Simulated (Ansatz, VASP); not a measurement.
# Cross-check of Cs2AgBiBr6 between VASP and Ansatz, part 2 of 2

One calculation is typed for both programs; each brings its own data sets. How far apart do they land? The cell is taken from a series of VASP runs on this material, whose earlier steps may have relaxed, scaled or displaced it; both programs get it as it stands. Other levels of theory on this material are compared in a session of their own. Valence electrons are named where the data sets of a main pair hold unlike numbers.

VASP 6.6.1 and Ansatz 0.2.0.

So far: Starting point; Ansatz: band structure, r2SCAN, spin-orbit coupling.

## 3. VASP: band structure, r2SCAN, spin-orbit coupling

Level of this step: r2SCAN, spin-orbit coupling; plane waves and PAW (Bi_d, Cs_sv, Ag, Br) (VASP).

The same cell, functional, mesh and smearing now go to VASP, with its own data sets.

Lines of VASP's logs that name or quote its potential files are left out, and so is its time.

File INCAR:

```
SYSTEM = Cs2AgBiBr6
PREC = Accurate
ENCUT = 350
EDIFF = 1E-06
NELM = 100
ISMEAR = 0
SIGMA = 0.03
LREAL = .FALSE.
ALGO = Normal
METAGGA = R2SCAN
LASPH = .TRUE.
LNONCOLLINEAR = .TRUE.
MAGMOM = 0 0 0 0 0 0 0 0 0 0 0 0 0 0 0 0 0 0 0 0 0 0 0 0 0 0 0 0 0 0
NBANDS = 106
GGA_COMPAT = .FALSE.
LSORBIT = .TRUE.
LMAXMIX = 4
LORBIT = 11
LWAVE = .FALSE.
LCHARG = .FALSE.
KPAR = 8
NCORE = 2
```

File POSCAR:

```
Cs2AgBiBr6
1.0
    0.0000000000      5.6333000000      5.6333000000
    5.6333000000      0.0000000000      5.6333000000
    5.6333000000      5.6333000000      0.0000000000
Bi Cs Ag Br
1 2 1 6
Direct
    0.0000000000      0.0000000000      0.0000000000
    0.2500000000      0.2500000000      0.2500000000
    0.7500000000      0.7500000000      0.7500000000
    0.5000000000      0.5000000000      0.5000000000
    0.7461344694      0.7461344694      0.2538655306
    0.7461344694      0.2538655306      0.7461344694
    0.2538655306      0.7461344694      0.2538655306
    0.2538655306      0.7461344694      0.7461344694
    0.2538655306      0.2538655306      0.7461344694
    0.7461344694      0.2538655306      0.2538655306
```

File KPOINTS:

```
Automatic mesh
0
Gamma
4 4 4
0 0 0
```

File KPOINTS_OPT:

```
Line mode
8
Line-mode
Reciprocal
  0.00000000   0.00000000   0.00000000 GAMMA
  0.50000000   0.00000000   0.50000000 X

  0.50000000   0.00000000   0.50000000 X
  0.50000000   0.25000000   0.75000000 W

  0.50000000   0.25000000   0.75000000 W
  0.37500000   0.37500000   0.75000000 K

  0.37500000   0.37500000   0.75000000 K
  0.00000000   0.00000000   0.00000000 GAMMA

  0.00000000   0.00000000   0.00000000 GAMMA
  0.50000000   0.50000000   0.50000000 L

  0.50000000   0.50000000   0.50000000 L
  0.62500000   0.25000000   0.62500000 U

  0.62500000   0.25000000   0.62500000 U
  0.50000000   0.25000000   0.75000000 W

  0.50000000   0.25000000   0.75000000 W
  0.50000000   0.50000000   0.50000000 L

  0.50000000   0.50000000   0.50000000 L
  0.37500000   0.37500000   0.75000000 K

  0.62500000   0.25000000   0.62500000 U
  0.50000000   0.00000000   0.50000000 X
```

Potentials, in the order of the species: Bi_d, Cs_sv, Ag and Br (PBE family, release 64).

Launch:

```
mpirun -np 16 vasp_ncl
```

Numbers of over 12 decimals in the logs are rounded to 6 here.

Output:

```text
[banner, memory and clock lines left out]
running   16 mpi-ranks, on    1 nodes
 distrk:  each k-point on    2 cores,    8 groups
 distr:  one band on    2 cores,    1 groups

 POSCAR found type information on POSCAR BiCsAgBr
 POSCAR found :  4 types and      10 ions
|                                                                             |
|               ----> ADVICE to this user running VASP <----                  |
|                                                                             |
|     You enforced a specific xc type in the INCAR file but a different       |
|     [... a line on the potential file left out ...]
|     I HOPE YOU KNOW WHAT YOU ARE DOING!                                     |
|                                                                             |

 LDA part: xc-table for (None), standard interpolation
 POSCAR, INCAR and KPOINTS ok, starting setup
 FFT: planning ... GRIDC
 FFT: planning ... GRID_SOFT
 FFT: planning ... GRID
 WAVECAR not read
 entering main loop
       N       E                     dE             d eps       ncg     rms          rms(c)
DAV:   1     0.411613508616E+03    0.41161E+03   -0.30599E+04  1784   0.108E+03
DAV:   2    -0.171624696646E+03   -0.58324E+03   -0.56452E+03  2048   0.271E+02
DAV:   3    -0.241161459918E+03   -0.69537E+02   -0.68929E+02  2032   0.117E+02
DAV:   4    -0.243826454456E+03   -0.26650E+01   -0.26532E+01  2040   0.279E+01
DAV:   5    -0.243947679935E+03   -0.12123E+00   -0.12116E+00  2400   0.511E+00    0.830E+00
DAV:   6    -0.223609560173E+03    0.20338E+02   -0.98007E+00  2028   0.217E+01    0.835E+00
DAV:   7    -0.223480909983E+03    0.12865E+00   -0.12889E+00  2064   0.539E+00    0.445E+00
DAV:   8    -0.223500248666E+03   -0.19339E-01   -0.22112E-01  1936   0.230E+00    0.158E+00
DAV:   9    -0.223519561586E+03   -0.19313E-01   -0.37484E-02  2136   0.106E+00    0.658E-01
DAV:  10    -0.223523702072E+03   -0.41405E-02   -0.41991E-03  2014   0.330E-01    0.173E-01
DAV:  11    -0.223524516930E+03   -0.81486E-03   -0.12872E-03  2016   0.160E-01    0.761E-02
DAV:  12    -0.223524717810E+03   -0.20088E-03   -0.28085E-04  1926   0.124E-01    0.299E-02
DAV:  13    -0.223524744513E+03   -0.26703E-04   -0.50377E-05  2136   0.383E-02    0.167E-02
DAV:  14    -0.223524752660E+03   -0.81473E-05   -0.16447E-05  1998   0.294E-02    0.755E-03
DAV:  15    -0.223524752657E+03    0.30459E-08   -0.28658E-06  1664   0.112E-02
   1 F= -.22352475E+03 E0= -.22352475E+03  d E =-.202583E-17  mag=    -0.0000     0.0000     0.0000
 Start KPOINTS_OPT (optional k-point list driver)
k-point batch [1-8\80]
       N       E                     dE             ncg
DAV:   1     0.247446121055E+03   -0.42001E+04     1824
DAV:   2    -0.454438237103E+04   -0.47918E+04     2040
DAV:   3    -0.509359170238E+04   -0.54921E+03     2032
DAV:   4    -0.511200799982E+04   -0.18416E+02     2032
DAV:   5    -0.511271619651E+04   -0.70820E+00     2408
DAV:   6    -0.511273324362E+04   -0.17047E-01     2336
DAV:   7    -0.511273359199E+04   -0.34837E-03     2440
DAV:   8    -0.511273359813E+04   -0.61368E-05     2296
DAV:   9    -0.511273359824E+04   -0.11557E-06     1328
[...]
k-point batch [73-80\80]
       N       E                     dE             ncg
DAV:   1     0.237198845743E+03   -0.96882E+04     1792
DAV:   2    -0.458245548798E+04   -0.48197E+04     2084
DAV:   3    -0.510790520421E+04   -0.52545E+03     2032
DAV:   4    -0.512496882338E+04   -0.17064E+02     2040
DAV:   5    -0.512560865480E+04   -0.63983E+00     2352
DAV:   6    -0.512562829486E+04   -0.19640E-01     2392
DAV:   7    -0.512562853882E+04   -0.24395E-03     2384
DAV:   8    -0.512562854472E+04   -0.59015E-05     2328
DAV:   9    -0.512562854481E+04   -0.91442E-07     1304
```

From OUTCAR (step 3):

```text
ion  position               nearest neighbor table
   1  0.000  0.000  0.000-   5 2.86   6 2.86   7 2.86   8 2.86   9 2.86  10 2.86
   2  0.250  0.250  0.250-
   3  0.750  0.750  0.750-
   4  0.500  0.500  0.500-   5 2.77   6 2.77   7 2.77   8 2.77   9 2.77  10 2.77
   5  0.746  0.746  0.254-   4 2.77   1 2.86
   6  0.746  0.254  0.746-   4 2.77   1 2.86
   7  0.254  0.746  0.254-   4 2.77   1 2.86
   8  0.254  0.746  0.746-   4 2.77   1 2.86
   9  0.254  0.254  0.746-   4 2.77   1 2.86
  10  0.746  0.254  0.254-   4 2.77   1 2.86

  LATTYP: Found a face centered cubic cell.
 ALAT       =    11.2666000000

 Subroutine GETGRP returns: Found 48 space group operations
 (whereof 48 operations were pure point group operations)

The static configuration has the point symmetry O_h .

 Found      8 irreducible k-points:

   k-points           NKPTS =      8   k-points in BZ     NKDIM =      8   number of bands    NBANDS=    106

   dimension x,y,z NGX =    50 NGY =   50 NGZ =   50
   dimension x,y,z NGXF=   100 NGYF=  100 NGZF=  100

   ENCUT  =  350.0 eV  25.72 Ry    5.07 a.u.  12.15 12.15 12.15*2*pi/ulx,y,z

   NELECT =      86.0000    total number of electrons

 k-points in reciprocal lattice and weights: Automatic mesh
   0.00000000  0.00000000  0.00000000       0.016
   0.25000000  0.00000000  0.00000000       0.125
   0.50000000  0.00000000  0.00000000       0.062
   0.25000000  0.25000000  0.00000000       0.094
   0.50000000  0.25000000  0.00000000       0.375
  -0.25000000  0.25000000  0.00000000       0.188
   0.50000000  0.50000000  0.00000000       0.047
  -0.25000000  0.50000000  0.25000000       0.094

 average (electrostatic) potential at core
       1-116.5827       2 -54.7356       3 -54.7356       4 -81.2770       5 -68.5199
       6 -68.5199       7 -68.5199       8 -68.5199       9 -68.5199      10 -68.5199

 E-fermi :   1.2771

 k-point     1 :       0.0000    0.0000    0.0000
  band No.  band energies     occupation
    ...
     82      -0.1620      1.00000
     83       0.4668      1.00000
     84       0.4668      1.00000
     85       0.4668      1.00000
     86       0.4668      1.00000
     87       2.5888      0.00000
     88       2.5888      0.00000
     89       4.0675      0.00000
     90       4.0675      0.00000
     91       4.0675      0.00000
    ...

 k-point     2 :       0.2500    0.0000    0.0000
  band No.  band energies     occupation
    ...
     82      -0.2765      1.00000
     83      -0.0693      1.00000
     84      -0.0693      1.00000
     85       0.1427      1.00000
     86       0.1427      1.00000
     87       2.7264      0.00000
     88       2.7264      0.00000
     89       4.1578      0.00000
     90       4.1578      0.00000
     91       4.7133      0.00000
    ...

 k-point     3 :       0.5000    0.0000    0.0000
  band No.  band energies     occupation
    ...
     82      -0.3392      1.00000
     83      -0.3104      1.00000
     84      -0.3104      1.00000
     85      -0.0477      1.00000
     86      -0.0477      1.00000
     87       2.4704      0.00000
     88       2.4704      0.00000
     89       4.5698      0.00000
     90       4.5698      0.00000
     91       5.3995      0.00000
    ...

  Total        0.7621352      0.7621352      0.7621352     -0.0000000     -0.0000000      0.0000000
  in kB        3.4152614      3.4152614      3.4152614     -0.0000000     -0.0000000      0.0000000
  external PRESSURE =       3.4152614 kB  Pullay stress =       0.0000000 kB

  energy-cutoff  :      350.00
  volume of cell :      357.54
      direct lattice vectors                 reciprocal lattice vectors
     0.000000000  5.633300000  5.633300000    -0.088757922  0.088757922  0.088757922
     5.633300000  0.000000000  5.633300000     0.088757922 -0.088757922  0.088757922
     5.633300000  5.633300000  0.000000000     0.088757922  0.088757922 -0.088757922

 POSITION                                       TOTAL-FORCE (eV/Angst)
 -----------------------------------------------------------------------------------
      0.00000      0.00000      0.00000        -0.000000      0.000000      0.000000
      2.81665      2.81665      2.81665         0.000000      0.000000      0.000000
      8.44995      8.44995      8.44995        -0.000000      0.000000      0.000000
      5.63330      5.63330      5.63330        -0.000000      0.000000      0.000000
      5.63330      5.63330      8.40640         0.000000      0.000000      0.082457
      5.63330      8.40640      5.63330         0.000000      0.082457      0.000000
      5.63330      2.86020      5.63330         0.000000     -0.082457      0.000000
      8.40640      5.63330      5.63330         0.082457      0.000000      0.000000
      5.63330      5.63330      2.86020         0.000000      0.000000     -0.082457
      2.86020      5.63330      5.63330        -0.082457      0.000000      0.000000
 -----------------------------------------------------------------------------------
    total drift:                                0.000000     -0.000000     -0.000000

  FREE ENERGIE OF THE ION-ELECTRON SYSTEM (eV)
  ---------------------------------------------------
  free  energy   TOTEN  =      -223.5247526573 eV

  energy  without entropy=     -223.5247526573  energy(sigma->0) =     -223.52475266

 Spin-Orbit-Coupling matrix elements
 Ion:    1  E_soc:     -1.1647655
 Ion:    2  E_soc:     -0.3064398
 Ion:    3  E_soc:     -0.3064398
 Ion:    4  E_soc:     -0.0371520
 Ion:    5  E_soc:     -0.0538606
 Ion:    6  E_soc:     -0.0538606
 Ion:    7  E_soc:     -0.0538606
 Ion:    8  E_soc:     -0.0538606
 Ion:    9  E_soc:     -0.0538606
 Ion:   10  E_soc:     -0.0538606

 total charge
# of ion       s       p       d       tot
------------------------------------------
    1        1.621   0.922   9.971  12.514
    2        1.861   4.721   0.015   6.597
    3        1.861   4.721   0.015   6.597
    4        0.242   0.179   9.331   9.753
    5        1.607   3.279   0.012   4.899
    6        1.607   3.279   0.012   4.899
    7        1.607   3.279   0.012   4.899
    8        1.607   3.279   0.012   4.899
    9        1.607   3.279   0.012   4.899
   10        1.607   3.279   0.012   4.899
--------------------------------------------------
tot         15.227  30.220  19.406  64.853

 magnetization (x)
# of ion       s       p       d       tot
------------------------------------------
    1       -0.000   0.000   0.000  -0.000
    2        0.000  -0.000   0.000   0.000
    3        0.000  -0.000   0.000   0.000
    4        0.000   0.000  -0.000  -0.000
    5        0.000   0.000   0.000   0.000
    6        0.000  -0.000  -0.000  -0.000
    7        0.000  -0.000  -0.000  -0.000
    8        0.000   0.000   0.000   0.000
    9        0.000   0.000   0.000   0.000
   10        0.000   0.000   0.000   0.000
--------------------------------------------------
tot          0.000  -0.000  -0.000   0.000

 magnetization (y)
# of ion       s       p       d       tot
------------------------------------------
    1        0.000   0.000  -0.000   0.000
    2        0.000   0.000   0.000   0.000
    3        0.000   0.000   0.000   0.000
    4       -0.000  -0.000  -0.000  -0.000
    5        0.000  -0.000  -0.000  -0.000
    6        0.000   0.000   0.000   0.000
    7        0.000   0.000   0.000   0.000
    8        0.000   0.000   0.000   0.000
    9       -0.000  -0.000   0.000  -0.000
   10        0.000   0.000   0.000   0.000
--------------------------------------------------
tot          0.000   0.000  -0.000   0.000

 magnetization (z)
# of ion       s       p       d       tot
------------------------------------------
    1        0.000   0.000   0.000   0.000
    2        0.000   0.000   0.000   0.000
    3        0.000   0.000   0.000   0.000
    4       -0.000   0.000  -0.000  -0.000
    5        0.000   0.000   0.000   0.000
    6        0.000   0.000   0.000   0.000
    7       -0.000   0.000   0.000   0.000
    8        0.000  -0.000   0.000  -0.000
    9        0.000   0.000   0.000   0.000
   10        0.000  -0.000   0.000  -0.000
--------------------------------------------------
tot          0.000   0.000   0.000   0.000

[... 3 further parts left out ...]
```

The run ends at a pressure of 0.34 GPa, with forces up to 0.082 eV/Å.

## 4. Side by side

Known differences besides the potentials themselves: spin-orbit coupling enters by fully relativistic files in Ansatz and inside the spheres in VASP; VASP keeps PBE cores, Ansatz makes them for the functional; the data sets hold 94 valence electrons in Ansatz (on its fully relativistic PAW (standard-fr) files) and 86 in VASP; the cutoff is 500 eV in Ansatz and 350 eV in VASP. Total energies have different zeros and are not compared.

Both answers:

```tsv
quantity	Ansatz	VASP	difference
pressure (GPa)	0.49	0.34	+0.15
gap over the path points (eV)	1.311	1.367	-0.056
```

Forces (eV/Å; atoms numbered as in POSCAR):

```tsv
atom	Ansatz x, y, z	VASP x, y, z
Bi1	0.000, 0.000, 0.000	0.000, 0.000, 0.000
Cs2	0.000, 0.000, 0.000	0.000, 0.000, 0.000
Cs3	0.000, 0.000, 0.000	0.000, 0.000, 0.000
Ag4	0.000, 0.000, 0.000	0.000, 0.000, 0.000
Br5	0.000, 0.000, 0.069	0.000, 0.000, 0.082
Br6	0.000, 0.069, 0.000	0.000, 0.082, 0.000
Br7	0.000, -0.069, 0.000	0.000, -0.082, 0.000
Br8	0.069, 0.000, 0.000	0.082, 0.000, 0.000
Br9	0.000, 0.000, -0.069	0.000, 0.000, -0.082
Br10	-0.069, 0.000, 0.000	-0.082, 0.000, 0.000
```

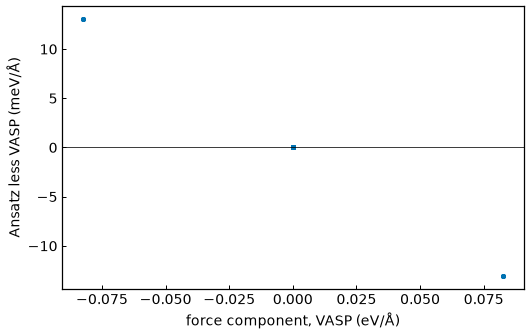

Difference of the force components against their size.

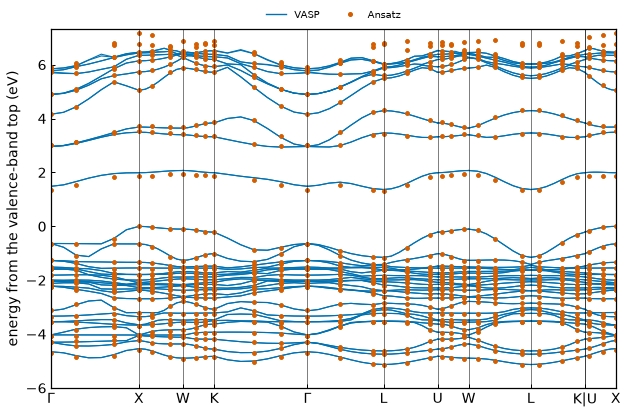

Bands from VASP (lines) and levels from Ansatz (dots). Dots without a line are higher empty bands that the VASP plot leaves out.

Levels at points of the path, from each program's valence-band top (eV; 8 filled, then empty):

```tsv
k (reciprocal lattice)	Ansatz	VASP
0.000 0.000 0.000	-1.27 -1.27 -1.27 -1.27 -0.66 -0.66 -0.66 -0.66 1.36 1.36 3.00 3.00 3.00 3.00	-1.26 -1.26 -1.26 -1.26 -0.64 -0.64 -0.64 -0.64 1.49 1.49 2.96 2.96 2.96 2.96
0.143 0.000 0.143	-1.38 -1.38 -1.31 -1.31 -1.09 -1.09 -0.66 -0.66 1.54 1.54 3.11 3.11 3.13 3.13	-1.38 -1.38 -1.31 -1.31 -1.07 -1.07 -0.64 -0.64 1.66 1.66 3.08 3.08 3.10 3.10
0.357 0.000 0.357	-1.57 -1.57 -1.33 -1.33 -0.67 -0.67 -0.45 -0.45 1.83 1.83 3.45 3.45 3.51 3.51	-1.55 -1.55 -1.33 -1.33 -0.65 -0.65 -0.45 -0.45 1.96 1.96 3.41 3.41 3.48 3.48
0.500 0.000 0.500	-1.56 -1.56 -1.33 -1.33 -0.67 -0.67 0.00 0.00 1.85 1.85 3.53 3.53 3.72 3.72	-1.54 -1.54 -1.33 -1.33 -0.65 -0.65 0.00 0.00 1.99 1.99 3.49 3.49 3.69 3.69
0.500 0.071 0.571	-1.57 -1.57 -1.36 -1.36 -0.76 -0.76 -0.03 -0.03 1.87 1.87 3.51 3.51 3.71 3.71	-1.55 -1.55 -1.36 -1.36 -0.73 -0.73 -0.03 -0.03 2.01 2.01 3.47 3.47 3.67 3.67
0.500 0.179 0.679	-1.57 -1.57 -1.46 -1.46 -1.12 -1.12 -0.09 -0.09 1.93 1.93 3.45 3.45 3.69 3.69	-1.55 -1.55 -1.45 -1.45 -1.10 -1.10 -0.09 -0.09 2.06 2.06 3.41 3.41 3.65 3.65
0.500 0.250 0.750	-1.55 -1.55 -1.52 -1.52 -1.28 -1.28 -0.10 -0.10 1.95 1.95 3.43 3.43 3.69 3.69	-1.55 -1.55 -1.51 -1.51 -1.26 -1.26 -0.10 -0.10 2.07 2.07 3.40 3.40 3.65 3.65
0.446 0.304 0.750	-1.56 -1.56 -1.49 -1.49 -1.18 -1.18 -0.14 -0.14 1.92 1.92 3.39 3.39 3.77 3.77	-1.55 -1.55 -1.49 -1.49 -1.16 -1.16 -0.14 -0.14 2.04 2.04 3.36 3.36 3.73 3.73
0.411 0.339 0.750	-1.57 -1.57 -1.48 -1.48 -1.08 -1.08 -0.19 -0.19 1.89 1.89 3.36 3.36 3.85 3.85	-1.55 -1.55 -1.48 -1.48 -1.06 -1.06 -0.19 -0.19 2.01 2.01 3.33 3.33 3.81 3.81
0.375 0.375 0.750	-1.57 -1.57 -1.48 -1.48 -1.03 -1.03 -0.22 -0.22 1.88 1.88 3.35 3.35 3.88 3.88	-1.55 -1.55 -1.48 -1.48 -1.01 -1.01 -0.22 -0.22 1.99 1.99 3.33 3.33 3.84 3.84
```

The forces differ by 5.9 meV/Å r.m.s., which is 15.9 % of the r.m.s. force of 0.037 eV/Å (both taken over all components). Among the levels compared at these points, filled levels agree within 30 meV and empty ones within 136 meV.

## 5. Results

- largest difference of a filled level at the path points (band structure, r2SCAN, spin-orbit coupling): 30 meV
- difference in gap over the path points (band structure, r2SCAN, spin-orbit coupling): -0.056 eV

In words: The difference in gap over the path points is -0.056 eV (band structure, r2SCAN, spin-orbit coupling), within the 0.08 eV picked in this series as the mark of a large difference. The data sets hold unlike numbers of valence electrons (94 in Ansatz and 86 in VASP), so part of the differences comes from the potentials. 3 further runs of this series are not shown here. How closely two codes agree says nothing of how well the functional describes the real material.

[Lines on the potential files, build, host, timing and source positions are cut from VASP's logs without a mark.]

[Logs are printed without paths, hosts, clocks, repeated set-up lines and the standing remarks that a program may print on its own settings, such as how far it seeks lower states.]

[Hosts, paths, dates, database ids (printed as entryN), source tags and the programs' standing remarks are cut or masked in the printed files.]
